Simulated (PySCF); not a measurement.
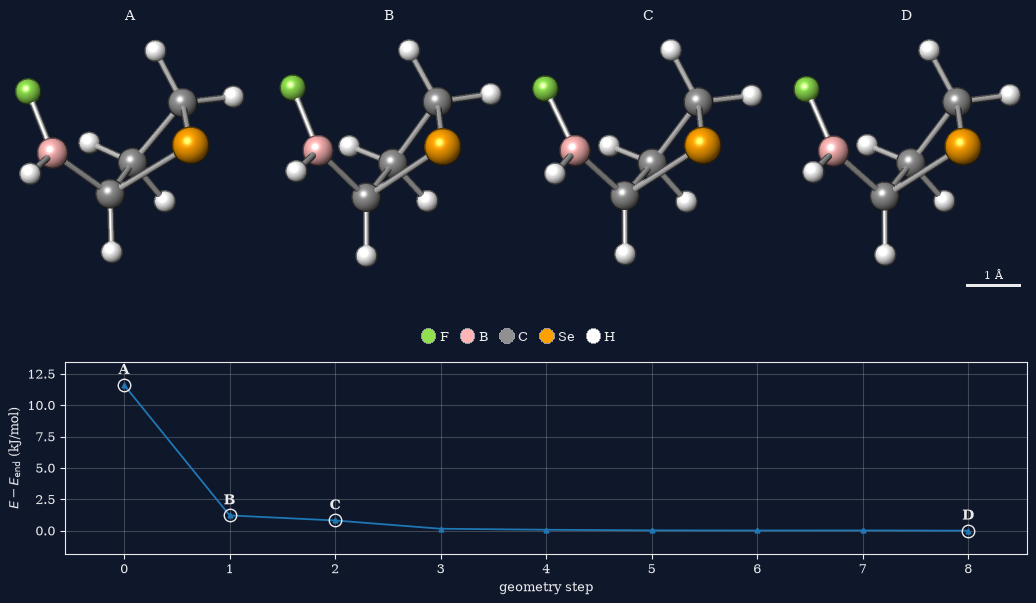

Frames of a relaxation of C3H6BFSe, marked on the history of the run. A ball-and-stick model, seen from a free direction.

The start comes from GFN2-xTB. Its atoms were then displaced at random by about 0.01 Å.

Level of theory: PySCF, PBE0-D3(BJ)/def2-SVP geometry optimisation, gas phase. 

What happens along the run?

After 8 geometry steps the energy has fallen by 11.6 kJ/mol. The atom that moves furthest after the best rigid fit is an H atom (0.13 Å). Largest moves by element: H 0.13 Å, Se 0.09 Å, B 0.09 Å, C 0.07 Å, F 0.06 Å. Among the contacts that change: B–F 1.304 → 1.342 Å, C–C 1.492 → 1.530 Å, B–H 1.184 → 1.211 Å, C–H 1.077 → 1.097 Å. Among the angles between lasting bonds that change: B–C–Se 91.1° → 84.2°, C–C–H 116.6° → 113.6°, B–C–H 117.1° → 119.5°. From step 0 to 1: an H atom moves most (0.15 Å), energy −10.4 kJ/mol. From step 1 to 2: the F atom moves most (0.14 Å), energy −0.40 kJ/mol. From step 2 to 8: the F atom moves most (0.08 Å), energy −0.81 kJ/mol.
